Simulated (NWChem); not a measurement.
**BH2Br (SMILES BBr): levels of theory compared**

Wanted: a comparison of 5 runs (HF/pcseg-1, HF/def2-SVP, B3LYP/6-31G*, BLYP/6-31G*) of BH2Br. 

The results are computed with NWChem 7.3.0.

## 1. The structure to begin with

BH2Br: 4 atoms, total charge 0, spin state singlet. As SMILES, `BBr`. Geometry: relaxed at PBE0-D4/def2-TZVP.

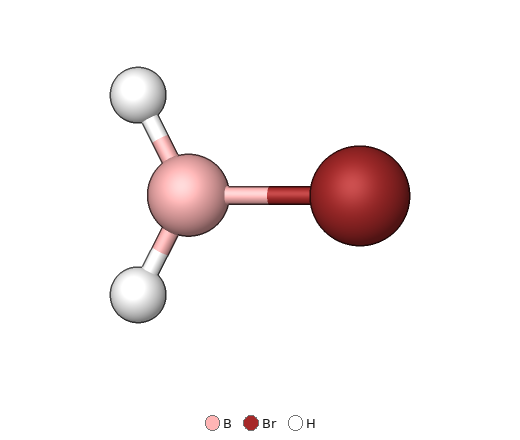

Viewed from a chosen angle; boron pink, bromine red, hydrogen white.

## 2. Energy and gradient at HF/pcseg-1 (run 1)

Input file run.py:

```python
from ase import Atoms
from ase.calculators.nwchem import NWChem

mol = Atoms(['B', 'Br', 'H', 'H'], positions=[
    [-0.153900, 0.025000, -0.096900],
    [1.470100, -0.363400, 0.790800],
    [-1.111200, -0.617300, 0.191700],
    [-0.149500, 0.895400, -0.905900],
])

calc = NWChem(
    label='geom',
    theory='scf',
    memory='2200 mb',
    basis='pcseg-1',
    basispar='spherical bse',
    scf={'nopen': '0', 'rhf': None, 'thresh': '1e-08', 'maxiter': '80'},
)
mol.calc = calc

forces = mol.get_forces()
print(f"energy = {mol.get_potential_energy():.6f} eV")
print("forces (eV/A):")
for s, f in zip(mol.symbols, forces):
    print(f"{s:2s} {f[0]:10.5f} {f[1]:10.5f} {f[2]:10.5f}")
print("dipole (e A):", mol.get_dipole_moment().round(4))
```

The run is started by

```sh
$ export ASE_NWCHEM_COMMAND="nwchem PREFIX.nwi > PREFIX.nwo"
$ python run.py
```

The log of the run:

```text
energy = -70693.552860 eV
forces (eV/A):
B    -0.63589    0.15175   -0.34453
Br    0.53515   -0.12814    0.29208
H     0.14830    0.14177   -0.08505
H    -0.04762   -0.16537    0.13755
dipole (e A): [-0.1923  0.046  -0.1052]
```

The calculator wrote geom.nwi:

```
title "geom"

permanent_dir geom

scratch_dir geom

start geom

geometry units angstrom nocenter noautosym noautoz
  B  -1.5390000000000001e-01 2.5000000000000001e-02 -9.6900000000000000e-02
  Br 1.4701000000000000e+00 -3.6340000000000000e-01 7.9079999999999995e-01
  H  -1.1112000000000000e+00 -6.1729999999999996e-01 1.9170000000000001e-01
  H  -1.4949999999999999e-01 8.9539999999999997e-01 -9.0590000000000004e-01
end

memory 2200 mb

basis spherical bse noprint
   * library pcseg-1
end

scf
  nopen 0
  rhf
  thresh 1e-08
  maxiter 80
end

task scf gradient
```

geom.nwo:

```text
Northwest Computational Chemistry Package (NWChem) 7.3.0
             --------------------------------------------------------

           Job information
           ---------------

    nwchem branch   = 7.3.0
    use scalapack   = T
    input           = geom.nwi
    prefix          = geom.
    data base       = geom/geom.db
    status          = startup
    nproc           =        1

           Memory information
           ------------------

[... 5 lines left out ...]
    hardfail = no
[... 120 lines left out ...]
         Quadratically convergent ROHF
[... 14 lines left out ...]
       Final RHF  results
[... 4 lines left out ...]
      Two-electron energy =   1085.198746985684
[... 40 lines left out ...]
                       ROHF Final Molecular Orbital Analysis
[... 204 lines left out ...]
                 ----------------------------------------
                 |  Time  |  1-e(secs)   |  2-e(secs)   |
                 ----------------------------------------
                 |  CPU   |       0.00   |       2.51   |
                 ----------------------------------------
                 |  WALL  |       0.00   |       2.51   |
                 ----------------------------------------

 Task  times  cpu:       17.6s     wall:       17.6s
 Total times  cpu:       17.6s     wall:       17.6s
```

Run time: 19 s. Hardware: 1 thread of Intel Xeon Platinum 8259CL at 2.50GHz (Skylake/Cascade Lake), shared host; peak memory 0.1 GiB.

## 3. Energy and gradient at HF/def2-SVP (run 2)

Edit run.py of step 2 so:

```diff
@@ -11,6 +11,6 @@
 calc = NWChem(
-    label='geom',
+    label='bbrh2',
     theory='scf',
     memory='2200 mb',
-    basis='pcseg-1',
+    basis='def2-SVP',
     basispar='spherical bse',
```

The run is started by

```sh
$ export ASE_NWCHEM_COMMAND="nwchem PREFIX.nwi > PREFIX.nwo"
$ python run.py
```

The log of the run:

```text
energy = -70693.688658 eV
forces (eV/A):
B    -0.27146    0.06453   -0.14542
Br    0.42356   -0.10146    0.23109
H    -0.08485    0.00406   -0.03224
H    -0.06726    0.03286   -0.05338
dipole (e A): [-0.1684  0.0403 -0.0921]
```

The calculator wrote bbrh2.nwi:

```
title "bbrh2"

permanent_dir bbrh2

scratch_dir bbrh2

start bbrh2

geometry units angstrom nocenter noautosym noautoz
  B  -1.5390000000000001e-01 2.5000000000000001e-02 -9.6900000000000000e-02
  Br 1.4701000000000000e+00 -3.6340000000000000e-01 7.9079999999999995e-01
  H  -1.1112000000000000e+00 -6.1729999999999996e-01 1.9170000000000001e-01
  H  -1.4949999999999999e-01 8.9539999999999997e-01 -9.0590000000000004e-01
end

memory 2200 mb

basis spherical bse noprint
   * library def2-SVP
end

scf
  nopen 0
  rhf
  thresh 1e-08
  maxiter 80
end

task scf gradient
```

bbrh2.nwo:

```text
Northwest Computational Chemistry Package (NWChem) 7.3.0
             --------------------------------------------------------

           Job information
           ---------------

    nwchem branch   = 7.3.0
    use scalapack   = T
    input           = bbrh2.nwi
    prefix          = bbrh2.
    data base       = bbrh2/bbrh2.db
    status          = startup
    nproc           =        1

           Memory information
           ------------------

[... 5 lines left out ...]
    hardfail = no
[... 120 lines left out ...]
         Quadratically convergent ROHF
[... 14 lines left out ...]
       Final RHF  results
[... 4 lines left out ...]
      Two-electron energy =   1085.379740876704
[... 40 lines left out ...]
                       ROHF Final Molecular Orbital Analysis
[... 212 lines left out ...]
                 ----------------------------------------
                 |  Time  |  1-e(secs)   |  2-e(secs)   |
                 ----------------------------------------
                 |  CPU   |       0.00   |       2.03   |
                 ----------------------------------------
                 |  WALL  |       0.00   |       2.03   |
                 ----------------------------------------

 Task  times  cpu:       10.8s     wall:       10.8s
 Total times  cpu:       10.8s     wall:       10.8s
```

It took 13 s on 1 thread of Intel Xeon Platinum 8259CL at 2.50GHz (Skylake/Cascade Lake), shared host; peak memory 0.1 GiB.

Runs 3 to 4 aren't shown in full; the table further down has their settings and results.

## 4. Energy and gradient at B3LYP/6-31G(d) (spherical functions) (run 5)

Input file geom.nw:

```
START geom
TITLE "BBrH2 B3LYP"
memory stack 880 mb heap 220 mb global 1100 mb
charge 0
GEOMETRY units angstrom noautosym nocenter noautoz
 B       -0.153900       0.025000      -0.096900
 Br       1.470100      -0.363400       0.790800
 H       -1.111200      -0.617300       0.191700
 H       -0.149500       0.895400      -0.905900
END
BASIS spherical bse
 B library 6-31G*
 Br library 6-31G*
 H library 6-31G*
END
DFT
 xc b3lyp
 grid xfine
 convergence energy 1e-08
 iterations 100
 mulliken
END
TASK dft gradient
```

The run is started by

```sh
$ nwchem geom.nw > geom.out
```

The log of the run:

```text
[...]
          Wavefunction type:  closed shell.
          No. of atoms     :     4
          No. of electrons :    42
[...]
          Charge           :     0
          Spin multiplicity:     1
[...]
          AO basis - number of functions:    50
[...]
              XC Information
              --------------
                         B3LYP Method XC Potential
                     Hartree-Fock (Exact) Exchange  0.200
                        Slater Exchange Functional  0.800 local
                    Becke 1988 Exchange Functional  0.720 non-local
              Lee-Yang-Parr Correlation Functional  0.810
                  VWN I RPA Correlation Functional  0.190 local
[...]
 d= 0,ls=0.0,diis     1  -2599.9036239576 -2.67D+03  1.54D-02  2.50D-01     1.9
[...]
 d= 0,ls=0.0,diis     8  -2599.9401989436 -4.58D-10  1.45D-06  2.91D-09    10.9
         Total DFT energy =    -2599.940198943583
      One electron energy =    -3749.933445865246
           Coulomb energy =     1178.545305760165
    Exchange-Corr. energy =      -96.141390264107
 Nuclear repulsion energy =       67.589331425604
[...]
  wavefunction    = closed shell
                         DFT ENERGY GRADIENTS
    atom               coordinates                        gradient
                 x          y          z           x          y          z
   1 B      -0.290829   0.047243  -0.183114    0.006687  -0.001591   0.003603
   2 Br      2.778086  -0.686726   1.494395   -0.007357   0.001762  -0.004014
   3 H      -2.099864  -1.166528   0.362260    0.000176  -0.000326   0.000378
   4 H      -0.282514   1.692061  -1.711903    0.000494   0.000155   0.000033
[...]
```

Wall time 16 s (1 thread of Intel Xeon Platinum 8259CL at 2.50GHz (Skylake/Cascade Lake), shared host); peak memory 0.12 GiB.

## 5. Overview of the runs

```csv
run,level,Cartesian functions,iteration cap,energy (Eh),dipole moment (D),HOMO energy (eV),LUMO energy (eV),wall time
1,HF/pcseg-1,no,80,-2597.940171,1.08,-11.18,1.61,19 s
2,HF/def2-SVP,no,80,-2597.945161,0.94,-11.09,1.75,13 s
3,B3LYP/6-31G* (Cartesian functions),yes,100,-2599.949265,–,–,–,18 s
4,BLYP/6-31G* (spherical functions),no,100,-2599.910526,–,–,–,18 s
5,B3LYP/6-31G* (spherical functions),no,100,-2599.940199,0.63,-7.87,-1.94,16 s
```

## 6. Summary of results

```
                       quantity           value
            run 5: total energy  -2599.94020 Eh
           run 5: dipole moment          0.63 D
             run 5: HOMO energy        -7.87 eV
             run 5: LUMO energy        -1.94 eV
           run 5: HOMO–LUMO gap         5.93 eV
run 5: largest force on an atom      0.440 eV/Å
```

Over runs 1, 2, 5 the dipole moment (its size) runs from 0.63 D (B3LYP/6-31G*) to 1.08 D (HF/pcseg-1). The two ends differ in method and basis. Over runs 1, 2, 5 the HOMO–LUMO gap runs from 5.93 eV (B3LYP/6-31G*) to 12.84 eV (HF/def2-SVP). Totals of different functionals can't be ranked against each other. All runs together took 84 s, the longest 19 s.
